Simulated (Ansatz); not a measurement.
# Ca3PbO (model cell, started as antiperovskite): from the cell to its phonons, part 2 of 2

Task: relax Ca3PbO (model cell, started as antiperovskite), then find its harmonic phonons.

Ansatz 0.2.0; DFT LDA, scalar-relativistic, plane waves, PAW; PAW set soft_1.

So far. Step 4 (Relaxing to small forces for the phonons): The forces vanish by symmetry and the pressure is -0.004 GPa, within the tolerances set. The cell now holds 21.13 Å³/atom. The relaxed cell has a = 4.728 Å (conventional setting).

## (5) Modes at Γ

The zone centre comes first: it holds the modes that light can see, as far as symmetry allows. No field response is asked, since the mesh shows no gap.

Input file input.yaml:

```yaml
crystal:
  lattice:
    - [4.7275928718, 0.0, 0.0]
    - [0.0, 4.7275928718, 0.0]
    - [0.0, 0.0, 4.7275928718]
  atoms:
    - { symbol: Pb, position: [0.0, 0.0, 0.0] }
    - { symbol: O, position: [0.5, 0.5, 0.5] }
    - { symbol: Ca, position: [0.5, 0.5, 0.0] }
    - { symbol: Ca, position: [0.5, 0.0, 0.5] }
    - { symbol: Ca, position: [0.0, 0.5, 0.5] }
kpoints:
  mp_grid: { grid: [8, 8, 8] }
hamiltonian:
  xc: lda
  pseudopotentials: { kind: paw, azcp: { folder: soft_1 }, xc_functional: pbe }
scf:
  occupations: { method: methfessel_paxton, width: 0.2 }
output:
  eigenvalues: true
phonons:
  method: dfpt
```

Started as:

```bash
$ ansatz run input.yaml --threads 4 --pin off --max-ram 16384MiB --backend cpu --events-out ev --progress --plain --runs-dir out
```

Numbers of over 12 decimals in the logs are rounded to 6 here.

Log:

```text
zone centre: on kpoints.mp_grid the ground state, and the responses unless they are solved on pairs of k-points, stand on 125 of the mesh's 512 k-points, reduced under 8 symmetry operations, with k and −k counted as one. Each operation leaves every solved displacement unchanged or reverses it
[...]
Crystal: 5 atoms, lattice volume = 105.662 Å³
Basis set: ecut = 420 eV, 2103 PW (Γ), exchange–correlation on 64×64×64 points (8 copies of the dense FFT grid, shifted against one another)
Bands: 30, of which v1, the nominal top of the filled ones, is band 25 counted from 1 (24 counted from 0)
Symmetry: 48 space group operations
k-points: 125 of 512 (irreducible under 8 space group operations)
[...]
SCF iter   1: F=—  HF=-17486.717088 eV  |F-HF|=—  |Δ(HF+E_count)|=         —  Δρ=1.09e-1  dr2=1.44e1  ethr=3.10e-3  ⟨swp⟩=9.2  Hψ=42026  notcnv=0
[...]
SCF iter  11: F=-17483.338057 eV  HF=-17483.338057 eV  |F-HF|=0.00e0  |Δ(HF+E_count)|=  3.64e-12  S|Δr|=    0.00e0  Δρ=2.00e-8  dr2=3.01e-13  ethr=1.00e-12  ⟨swp⟩=12.8  Hψ=25094  notcnv=0
SCF 1 converged in 11 iterations: F = -17483.338057 eV  dr2 = 3.01e-13
[...]
DFPT response loops at Γ: preconditioner auto → Kerker (q_TF=auto, 2.408 Å⁻¹) (partly filled bands, converged f_vac=0.000); β = 1.00, the filter's whole step (`scf.mixing.beta` (0.50) is not read by the response loops under this deck's `scf.mixing.preconditioner`; to damp them name `kerker` or `kerker_dos`, under which they read `scf.mixing.beta`, and type it under 1.00, their step now; both keys bind the ground state too); Broyden in place of MSR1
SCF converged after 11 iterations
[...]
Free energy (F): -17483.338057 eV
[...]
Internal energy: -17483.338815 eV  (E = F + TS)
E sigma→0 (E₀):  -17483.338247 eV
Entropy (-TS):   0.000758 eV (0.152 meV/atom)
Fermi energy:    10.381218 eV
[...]
--- Band table (eV; the first three rows and the last of 125) ---
  k-point 0: bands = [... 21 lower, 6.0589, 10.3197, 10.3197, 10.5695, 10.5695, 10.5695, 10.9667, 10.9667, ... 6 higher]
  k-point 1: bands = [... 21 lower, 6.0404, 9.2934, 10.1847, 10.1847, 10.4400, 10.9954, 11.0104, 11.4547, ... 6 higher]
  k-point 2: bands = [... 21 lower, 5.9963, 8.1275, 9.7811, 9.7811, 10.7774, 11.1278, 11.4246, 12.1620, ... 6 higher]
  k-point 124: bands = [... 21 lower, 4.7078, 8.7612, 8.7612, 8.7612, 11.4317, 11.4317, 11.4317, 12.9028, ... 6 higher]
--- Phonons (Γ-DFPT): 4 representative perturbations + reference, on 125 of 512 k-points (Σ response iterations 12) ---
  k mesh reduced under 8 symmetry operations, with k and −k counted as one. Each operation leaves every solved displacement unchanged or reverses it
  ASR residual: 3.400e-5 → 0.000e0 eV/Å²; symmetrization residual: 8.547e-6 eV/Å²
  ASR residual per site (eV/Å²): 3.40e-5 3.29e-5 1.14e-5 1.14e-5 1.14e-5
  Γ frequencies (cm⁻¹): 0.00 0.00 0.00 107.30 107.30 107.30 154.38 154.38 154.38 255.07 255.07 255.07 303.52 303.52 303.52
  non-analytic LO–TO correction: not included (Born effective charges unavailable; polar crystals: no LO–TO splitting at Γ)
```

The job ended after 51 s (4 threads of Arm Neoverse V2, shared host; peak memory 1.5 GiB).

This step gave:

```yaml
sum_rule_residual_before_enforcement: 3.40e-5 eV/Å²
point_group: m-3m
highest_optical_mode_at_the_zone_centre_no_lo_to_term: 303.5 cm⁻¹
lowest_optical_zone_centre_mode: 107.3 cm⁻¹
```

Patterns of degenerate modes are one choice out of their space. The modes at Γ (shares of kinetic energy by element, %):

```csv
mode,frequency (cm⁻¹),symmetry,Pb %,O %,Ca %
1,0.0,acoustic,60,5,35
2,0.0,acoustic,60,5,35
3,0.0,acoustic,60,5,35
4,107.3,T1u,39,5,56
5,107.3,T1u,39,5,56
6,107.3,T1u,39,5,56
7,154.4,T2u,0,0,100
8,154.4,T2u,0,0,100
9,154.4,T2u,0,0,100
10,255.1,T1u,0,1,99
11,255.1,T1u,0,1,99
12,255.1,T1u,0,1,99
13,303.5,T1u,0,90,10
14,303.5,T1u,0,90,10
15,303.5,T1u,0,90,10
```

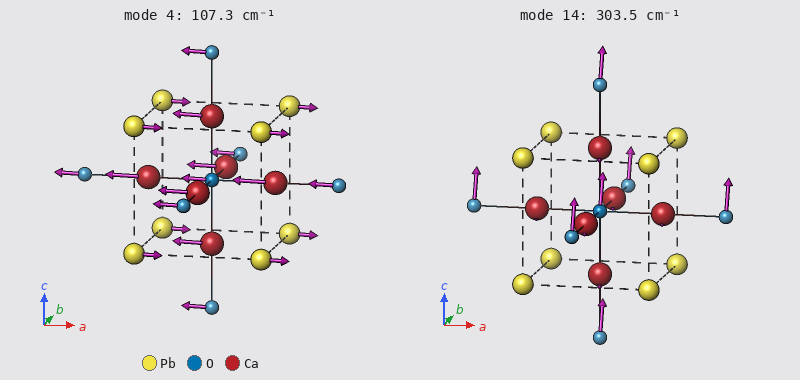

Displacement patterns of modes 4 and 14 at Γ; arrows are exaggerated. Some periodic images of atoms are drawn too.

Before it was imposed, the acoustic sum rule was missed by 3.4e-5 eV/Å². Small misses are needed for a sound result but don't prove that mesh and cutoff are converged. The lowest optical mode is real, 107 cm⁻¹.

## (6) Response at finite wavevector

Stability and thermal properties need the whole zone. Linear response on a 2×2×2 q mesh gives force constants as far as a supercell of that size would.

input.yaml, as its differences from that of step 5:

```diff
@@ -22 +22,8 @@
   method: dfpt
+  qmesh: [2, 2, 2]
+  temperatures: { t_max: 1000, t_step: 50 }
+  qpath:
+    path:
+      - [[0.0, 0.0, 0.0], [0.0, 0.5, 0.0], [0.5, 0.5, 0.0], [0.0, 0.0, 0.0], [0.5, 0.5, 0.5], [0.0, 0.5, 0.0]]
+      - [[0.5, 0.5, 0.5], [0.5, 0.5, 0.0]]
+    npoints: 10
```

Log:

```text
[...]
Crystal: 5 atoms, lattice volume = 105.662 Å³
Basis set: ecut = 420 eV, 2103 PW (Γ), exchange–correlation on 64×64×64 points (8 copies of the dense FFT grid, shifted against one another)
Bands: 30, of which v1, the nominal top of the filled ones, is band 25 counted from 1 (24 counted from 0)
Symmetry: 48 space group operations
k-points: 35 of 512
[...]
SCF iter   1: F=—  HF=-17486.716961 eV  |F-HF|=—  |Δ(HF+E_count)|=         —  Δρ=1.09e-1  dr2=1.44e1  ethr=3.10e-3  ⟨swp⟩=9.3  Hψ=11863  notcnv=0
[...]
SCF iter  11: F=-17483.338057 eV  HF=-17483.338057 eV  |F-HF|=0.00e0  |Δ(HF+E_count)|=    0.00e0  S|Δr|=    0.00e0  Δρ=2.00e-8  dr2=2.88e-13  ethr=1.00e-12  ⟨swp⟩=12.7  Hψ=6877  notcnv=0
SCF 1 converged in 11 iterations: F = -17483.338057 eV  dr2 = 2.88e-13
[...]
SCF iter   5: F=-17483.338057 eV  HF=-17483.338057 eV  |F-HF|=3.64e-12  |Δ(HF+E_count)|=  3.64e-12  S|Δr|=    0.00e0  Δρ=1.06e-7  dr2=7.27e-12  ethr=1.00e-12  ⟨swp⟩=2.2  Hψ=2164  notcnv=0
SCF 2 converged in 5 iterations: F = -17483.338057 eV  dr2 = 7.27e-12
phonons: the bands overlap, so this run is a metal and interpolates without the dipole-dipole term. If the crystal is really an insulator or semiconductor, its LO-TO splitting is missing
NSCF: frozen V_eff on 35 k-points
[...]
DFPT response loops at q = (0, 0, 0) (fractional): preconditioner auto → Kerker (q_TF=auto, 2.408 Å⁻¹) (partly filled bands, converged f_vac=0.000); β = 1.00, the filter's whole step (`scf.mixing.beta` (0.50) is not read by the response loops under this deck's `scf.mixing.preconditioner`; to damp them name `kerker` or `kerker_dos`, under which they read `scf.mixing.beta`, and type it under 1.00, their step now; both keys bind the ground state too); Broyden in place of MSR1
[...]
SCF converged after 11 iterations
[...]
Free energy (F): -17483.338057 eV
[...]
Internal energy: -17483.338815 eV  (E = F + TS)
E sigma→0 (E₀):  -17483.338247 eV
Entropy (-TS):   0.000758 eV (0.152 meV/atom)
Fermi energy:    10.381218 eV
[...]
--- Band table (eV; the first three rows and the last of 35) ---
  k-point 0: bands = [... 21 lower, 6.0589, 10.3197, 10.3197, 10.5695, 10.5695, 10.5695, 10.9667, 10.9667, ... 6 higher]
  k-point 1: bands = [... 21 lower, 6.0404, 9.2934, 10.1847, 10.1847, 10.4400, 10.9954, 11.0104, 11.4547, ... 6 higher]
  k-point 2: bands = [... 21 lower, 5.9963, 8.1275, 9.7811, 9.7811, 10.7774, 11.1278, 11.4246, 12.1620, ... 6 higher]
  k-point 34: bands = [... 21 lower, 4.7078, 8.7612, 8.7612, 8.7612, 11.4317, 11.4317, 11.4317, 12.9028, ... 6 higher]
--- Phonons (Γ-DFPT): 4 representative perturbations + reference (Σ response iterations 12) ---
  ASR residual: 3.181e-5 → 0.000e0 eV/Å²; symmetrization residual: 9.153e-6 eV/Å²
  ASR residual per site (eV/Å²): 2.95e-5 3.18e-5 7.90e-6 7.90e-6 7.90e-6
[...]
--- Phonons (arbitrary-q DFPT): 4 irreducible q on the 2×2×2 mesh ---
  q = [0.0000, 0.0000, 0.0000] (star 1, of the zone-centre solve; hermiticity 2.61e-6, symmetrization 4.35e-12): -0.00 -0.00 -0.00 107.30 107.30 107.30 154.38 154.38 154.38 255.07 255.07 255.07 303.52 303.52 303.52
  q = [0.0000, 0.0000, -0.5000] (star 3, 9 solved perturbations in 975 linear systems a pass and spin channel, the states on 125 of 512 k-point pairs; hermiticity 1.92e-6, symmetrization 8.08e-8): 68.48 68.48 84.41 117.51 117.51 153.72 172.14 172.14 188.64 235.18 235.18 244.37 306.49 306.49 396.45
[...]
sum rule: each row above includes the acoustic sum rule's correction from the zone centre's row sums; it moved no ω² by more than (0.74 cm⁻¹)²
  mesh force constants: q→R imaginary residual 5.04e-18; ASR residual 3.181e-5 → 0.000e0 eV/Å²; symmetrization residual 4.441e-15 eV/Å²
  interpolated dispersion: 62 rows × 15 modes
  density of states and harmonic sums: on the 14×14×14 q-mesh, interpolated from the force constants of a 2×2×2 supercell (no non-analytic term)
  largest difference from the sums on the solved wave vectors: F 8.77e-2 eV, S 1.20e-4 and C_V 3.22e-5 eV/K
  zero-point energy: 0.176510 eV/cell   skipped modes (ω ≤ 0): 3   left out of the sums: 7.29e-5 of the cell's modes: C_V's classical limit lies that fraction below 3 k_B per atom; for a crystal, a wire or a layer, F and S can be off by more, and a phonons.interpolated_qmesh denser along its periods is the remedy for the sampling
```

Wall time 3.4 min (4 threads); peak memory 1.3 GiB.

Numbers from this step:

```yaml
sum_rule_residual_before_enforcement: 3.18e-5 eV/Å²
lowest_frequency_on_the_path: 0 cm⁻¹
highest_frequency_on_the_path_or_at_a_solved_wavevector: 396.5 cm⁻¹
mean_frequency: 189.8 cm⁻¹
debye_temperature_second_moment: 395 K
logarithmic_mean_frequency: 163.6 cm⁻¹
lowest_mode_on_the_q_mesh_acoustic_modes_at_gamma_apart: 68.48 cm⁻¹
zero_point_energy_per_atom: 35.3 meV
heat_capacity_at_300_k: 22.96 J/(mol atoms K)
vibrational_entropy_at_300_k: 32.02 J/(mol atoms K)
```

Frequencies (cm⁻¹) solved at each irreducible wavevector; negative means imaginary. Frequencies by wavevector, by row:

```csv
q in reciprocal lattice units,star,mode 1,mode 2,mode 3,mode 4,mode 13,mode 14,mode 15
0 0 0,1,0,0,0,107.3,303.5,303.5,303.5
0 0 -0.5,3,68.5,68.5,84.4,117.5,306.5,306.5,396.4
0 -0.5 -0.5,3,73.4,75.8,75.8,83.3,306,349.2,349.2
-0.5 -0.5 -0.5,1,76.8,76.8,76.8,77.4,355.7,355.7,355.7
```

Interpolated from a 2×2×2 q mesh. Phonon branches along the path, in cm⁻¹:

```csv
point,branch 1,branch 2,branch 3,branch 4,branch 12,branch 13,branch 14,branch 15
Γ,0,0,0,107,255,304,304,304
X,68,68,84,118,244,306,306,396
M,73,76,76,83,302,306,349,349
Γ,0,0,0,107,255,304,304,304
R,77,77,77,77,340,356,356,356
X,68,68,84,118,244,306,306,396
jump to R,77,77,77,77,340,356,356,356
M,73,76,76,83,302,306,349,349
```

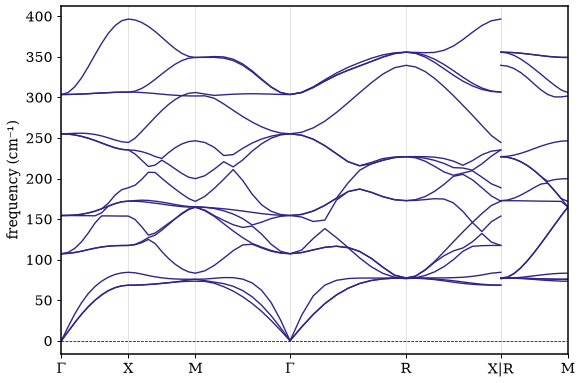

Phonon branches along the path.

The phonon density of states has structure finer than the step of the table below, so its rows give means over 20 cm⁻¹, whole bins alone (the curve runs from 2.5 to 398 cm⁻¹). Peaks (cm⁻¹: height): 77.5: 0.193, 117.5: 0.112, 172.5: 0.0699, 217.5: 0.0752, 307.5: 0.102, 352.5: 0.0659.

Tetrahedra on a 14×14×14 mesh, mean over bins of 5 cm-1. Interpolated from a 2×2×2 q mesh. Table of phonon density of states by wavenumber; means over each step:

```csv
wavenumber (cm⁻¹),phonon density of states (1/cm⁻¹/cell)
20,0.00144
40,0.00836
60,0.0546
80,0.0948
100,0.0285
120,0.0706
140,0.0436
160,0.0502
180,0.0505
200,0.0478
220,0.0636
240,0.0340
260,0.0126
280,0.0169
300,0.0406
320,0.0486
340,0.0422
360,0.0320
380,0.00826
```

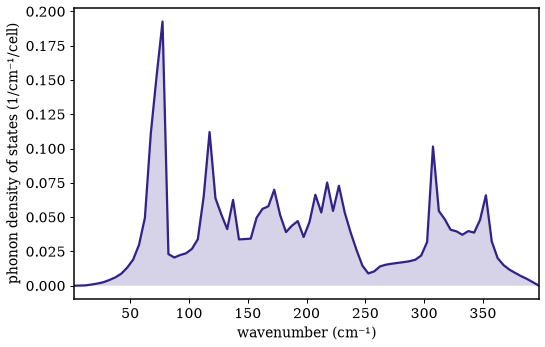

Phonon density of states against wavenumber.

The partial phonon density of states has structure finer than the step of the table below, so its rows give means over 20 cm⁻¹, whole bins alone (the curve runs from -10 to 417 cm⁻¹). Peaks (cm⁻¹: height): Ca 116.2: 0.0825, 172.7: 0.0607, 215.6: 0.0639; O 307.0: 0.0657, 349.9: 0.0519; Pb 76.0: 0.164.

Phonopy on the run's constants, 13x13x13 mesh, Gaussian sigma 3.1 cm-1. Interpolated from a 2×2×2 q mesh. The partial phonon density of states by wavenumber; means over each step; values in 1/cm⁻¹/cell:

```csv
wavenumber (cm⁻¹),Ca,O,Pb
0,2.5e-5,2.9e-6,4.4e-5
20,4.8e-4,6.1e-5,9.6e-4
40,0.00208,2.5e-4,0.00623
60,0.00543,4.8e-4,0.0476
80,0.0127,2.4e-4,0.0830
100,0.0256,2.0e-4,0.00190
120,0.0621,0.00214,0.00675
140,0.0407,0.00107,0.00155
160,0.0486,9.3e-4,6.7e-4
180,0.0490,8.9e-4,4.8e-4
200,0.0464,0.00117,2.1e-4
220,0.0619,0.00135,1.8e-4
240,0.0335,5.4e-4,3.2e-5
260,0.0126,2.6e-4,7.2e-6
280,0.0156,0.00103,5.0e-7
300,0.0162,0.0265,9.7e-6
320,0.0100,0.0366,2.5e-5
340,0.00430,0.0375,4.3e-5
360,0.00167,0.0301,3.1e-5
380,7.4e-4,0.00767,4.1e-6
400,1.0e-4,8.9e-4,0
```

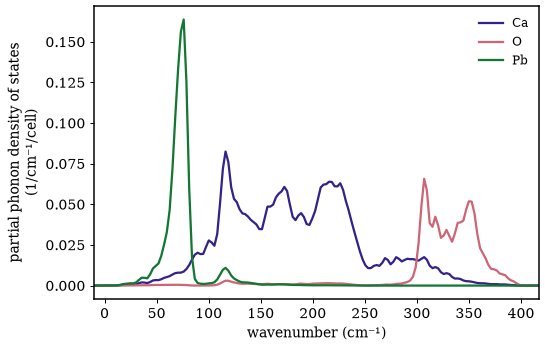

Partial phonon density of states, plotted against wavenumber.

Harmonic thermodynamic functions per atom, from the density of states. Interpolated from a 2×2×2 q mesh. Thermodynamic functions, by row:

```csv
T (K),F_vib (meV/atom),S (J/mol-atom/K),C_V (J/mol-atom/K)
0,35.3,0,0
50,34.77,3.429,6.753
100,31.14,10.65,14.37
200,13.31,23.09,20.92
300,-15.5,32.02,22.96
400,-52.32,38.76,23.79
500,-95.37,44.12,24.19
600,-143.4,48.55,24.41
700,-195.8,52.32,24.55
800,-251.7,55.6,24.64
900,-310.9,58.51,24.7
1000,-372.9,61.12,24.75
```

Harmonic mean-square displacement, third of the trace. Interpolated from a 2×2×2 q mesh. Mean square displacements, by row:

```csv
T (K),Pb1 U_eq (Å²),O2 U_eq (Å²),Ca3 U_eq (Å²),Ca4 U_eq (Å²),Ca5 U_eq (Å²)
0,0.00116,0.00348,0.00264,0.00264,0.00264
100,0.00265,0.00396,0.00373,0.00373,0.00373
300,0.00743,0.00692,0.00881,0.00881,0.00881
600,0.01477,0.01264,0.01713,0.01713,0.01713
```

Symmetry leaves 4 wavevectors to solve. The lowest mode among them, the acoustic zeros apart, lies at q = (0, 0, -0.5) and is real, 68.5 cm⁻¹.

## (7) Results

| Item | Value |
| --- | --- |
| space group after relaxation (within 0.01 Å) | Pm-3m |
| volume per atom | 21.1 Å³ |
| electronic character | no gap on this mesh |
| highest optical mode at the zone centre (no LO-TO term) | 304 cm⁻¹ |
| lowest optical zone-centre mode | 107 cm⁻¹ |
| lowest mode on the q mesh (acoustic modes at Γ apart) | 68.5 cm⁻¹ |
| highest frequency on the path or at a solved wavevector | 396 cm⁻¹ |
| zero-point energy per atom | 35.3 meV |
| heat capacity at 300 K | 23.0 J/(mol atoms K) |
| vibrational entropy at 300 K | 32.0 J/(mol atoms K) |
| Debye temperature (second moment) | 395 K |
| imaginary modes on the 2×2×2 q mesh | none |

The structure is a minimum as far as tested: no mode is imaginary at the 4 irreducible wavevectors of the 2×2×2 mesh, and the softest away from the acoustic zeros lies at 68 cm⁻¹. The optical modes at Γ span 107 to 304 cm⁻¹. The highest mode in this list at Γ, 303.5 cm⁻¹, is mostly motion of O (90 % of the kinetic energy). With no gap, or one that is small against the smearing, the frequencies hang on the k mesh and the smearing, most of all near Kohn anomalies. Spin-orbit coupling is left out, which can matter for the heavy elements here. The PAW files were made for PBE and serve the other functionals too. The starting cell was built on a prototype and not taken from a measurement, so the phase need not exist. These are harmonic frequencies at zero temperature: anharmonic shifts, linewidths and thermal expansion are left out.

[Logs are printed without paths, hosts, clocks, repeated set-up lines and the standing remarks that a program may print on its own settings, such as how far it seeks lower states.]

[Hosts, paths, dates, database ids (printed as entryN), source tags and the programs' standing remarks are cut or masked in the printed files.]
